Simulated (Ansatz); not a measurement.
# SiH2BrO: one change and its effect

System: SiH2BrO, charge +1, SMILES [OH+]=[SiH]Br.
Method of run A: RKS wB97M-V/def2-TZVPP (Ansatz 0.2.0).

The geometry: displaced from a GFN2-xTB structure. Text and figures count atoms from 1; the logs count them from 0 in places.

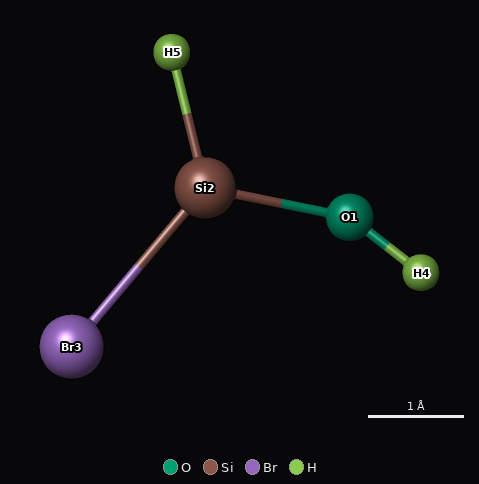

Fig. 1: The input geometry (ball-and-stick view, seen on its broad side; atoms are numbered from 1 in the order of the input). Bond lengths as drawn: Br–Si 2.19 Å, H–O 0.95 Å, H–Si 1.48 Å and O–Si 1.57 Å.

### Input, run A
```yaml
crystal:
  periodic: [false, false, false]
  atoms:
    - {symbol: O, position_ang: [-0.142200, -1.117800, 0.230700]}
    - {symbol: Si, position_ang: [0.303000, 0.380000, 0.069200]}
    - {symbol: Br, position_ang: [-1.001700, 1.764100, -1.020000]}
    - {symbol: H, position_ang: [-0.834200, -1.772300, 0.282000]}
    - {symbol: H, position_ang: [1.683700, 0.648200, 0.517900]}
basis:
  gaussian: {orbitals: def2-TZVPP}
total_charge: 1
hamiltonian: {xc: {name: wB97M-V}}
output: {forces: true}
```

Hardware: 4 CPU threads, shared host.

### Output (run A)
```
Functional definition: wB97M-V
  parameter omega = 0.3/bohr
  parameter cx = 0.15
  parameter cx01 = 1.007
  parameter cx10 = 0.259
  parameter css00 = 0.443
  parameter css04 = -1.437
  parameter css10 = -4.535
  parameter css20 = -3.390
  parameter css43 = 4.278
  parameter cos00 = 1.000
  parameter cos10 = 1.358
  parameter cos20 = 2.924
  parameter cos21 = -8.812
  parameter cos60 = -1.390
  parameter cos61 = 9.142
  parameter b = 6.0
  parameter c = 0.01
  gx(w, u) = 1 - cx + cx01*u + cx10*w
  gss(w, u) = css00 + css04*u^4 + css10*w + css20*w^2 + css43*w^4*u^3
  gos(w, u) = cos00 + cos10*w + (cos20 + cos21*u)*w^2 + (cos60 + cos61*u)*w^6
  exchange = spin_sum(e_x_unif_sr(omega)*gx(b97_w, b97_u_x)) + cx*exact_x_sr(omega) + exact_x_lr(omega)
  correlation = spin_sum(e_c_pw_mod_same_spin*gss(b97_w, b97_u_same))
      + integral(e_c_pw_mod_opposite_spin*gos(b97_w_opposite, b97_u_opposite)) + vv10(b, c)
968 factors; their error is unknown
173 factors; integrals over basis functions are off by at most 4.0e-5 eV
mean field evaluation 1: about -79984.4975 eV, gradient 7.5e1 eV
mean field evaluation 2: about -79976.8167 eV, gradient 9.8e1 eV
mean field evaluation 4: about -79993.1878 eV, gradient 3.1e0 eV
mean field evaluation 8: about -79993.2035 eV, gradient 4.7e-2 eV
mean field evaluation 16: about -79993.4608 eV, gradient 4.8e-5 eV
mean field -79993.46078544 eV, -2939.7054623497 hartree, gradient 4.8e-5 eV, S^2 0.000000; 0 other end points of the search recorded, 0 dependent functions left out
the calculation of the forces begins
reference -79993.46082528 eV, -2939.7054638140 hartree; 29, 29 occupied and 120, 120 virtual orbitals, 968 factors
Total energy: -79993.46082528 eV, -2939.7054638140 hartree
Atom 0 at    -0.142200    -1.117800     0.230700 Å, force     0.944138     0.972228     0.288585 eV/Å
Atom 1 at     0.303000     0.380000     0.069200 Å, force    -1.145085    -0.118582    -0.993736 eV/Å
Atom 2 at    -1.001700     1.764100    -1.020000 Å, force     1.087239    -0.894562     0.944322 eV/Å
Atom 3 at    -0.834200    -1.772300     0.282000 Å, force    -0.419518    -0.030846    -0.143095 eV/Å
Atom 4 at     1.683700     0.648200     0.517900 Å, force    -0.466773     0.071763    -0.096075 eV/Å
Dipole moment:     0.413469    -0.647761     0.516121 e Å
```

The input of run B differs as follows (lines with − go, lines with + come):
```diff
-hamiltonian: {xc: {name: wB97M-V}}
+correlation: {method: ccsd_t}
```

Predict how the results change.

The total energies belong to different methods, so their difference says nothing on which is more stable or more accurate. The largest force goes from 1.695 to 1.614 eV/Å.

### Output (run B)
```
Functional definition: HF
  exchange = exact_x
  correlation = 0
929 factors; integrals over basis functions are off by at most 1.0e-3 eV
mean field evaluation 1: about -79920.2376 eV, gradient 5.6e1 eV
mean field evaluation 2: about -79920.4259 eV, gradient 5.6e1 eV
mean field evaluation 4: about -79925.7882 eV, gradient 2.9e0 eV
mean field evaluation 8: about -79925.8520 eV, gradient 3.3e-1 eV
mean field evaluation 16: about -79920.2391 eV, gradient 5.6e1 eV
mean field -79925.85249919 eV, -2937.2209036566 hartree, gradient 6.4e-6 eV, S^2 0.000000; 0 other end points of the search recorded, 0 dependent functions left out
15 core orbitals not correlated: weight in the atoms' cores, before any rotation towards them, 1.000 or more for the frozen orbitals, at most 0.000 for the correlated occupied ones
reference -79925.85249919 eV, -2937.2209036566 hartree; 14, 14 occupied and 120, 120 virtual orbitals, 929 factors
second order -16.51668601 eV of doubles, -0.00000000 eV of singles
cycle   1  -16.48696641 eV  change    3.0e-2 eV  update   9.0e-2
cycle   2  -16.87273867 eV  change   -3.9e-1 eV  update   2.7e-2
cycle   3  -16.96570166 eV  change   -9.3e-2 eV  update   1.6e-2
cycle   4  -16.94757265 eV  change    1.8e-2 eV  update   4.6e-3
cycle   5  -16.94646871 eV  change    1.1e-3 eV  update   2.1e-3
cycle   6  -16.94736682 eV  change   -9.0e-4 eV  update   6.5e-4
cycle   7  -16.94693369 eV  change    4.3e-4 eV  update   2.2e-4
cycle   8  -16.94691323 eV  change    2.0e-5 eV  update   7.3e-5
cycle   9  -16.94695323 eV  change   -4.0e-5 eV  update   2.8e-5
cycle  10  -16.94693953 eV  change    1.4e-5 eV  update   1.2e-5
cycle  11  -16.94694639 eV  change   -6.9e-6 eV  update   4.8e-6
perturbative correction -0.62009933 eV, -0.0227882300 hartree
the calculation of the forces begins
Total energy: -79943.41954491 eV, -2937.8664806793 hartree
Atom 0 at    -0.142200    -1.117800     0.230700 Å, force     0.970356     0.813138     0.331653 eV/Å
Atom 1 at     0.303000     0.380000     0.069200 Å, force    -1.227723    -0.109692    -1.023335 eV/Å
Atom 2 at    -1.001700     1.764100    -1.020000 Å, force     1.052995    -0.819427     0.908060 eV/Å
Atom 3 at    -0.834200    -1.772300     0.282000 Å, force    -0.411919     0.031581    -0.151361 eV/Å
Atom 4 at     1.683700     0.648200     0.517900 Å, force    -0.383709     0.084400    -0.065017 eV/Å
Dipole moment:     0.398459    -0.638659     0.505456 e Å
```

### The two runs side by side

| quantity | run A | run B |
| --- | --- | --- |
| outcome | converged | converged |
| total energy (hartree) | −2939.705464 | −2937.866481 |
| largest force (eV/Å) | 1.695 | 1.614 |
| basis functions | 149 | 149 |
| wall time (shared host) | 2.1 s | 40 s |
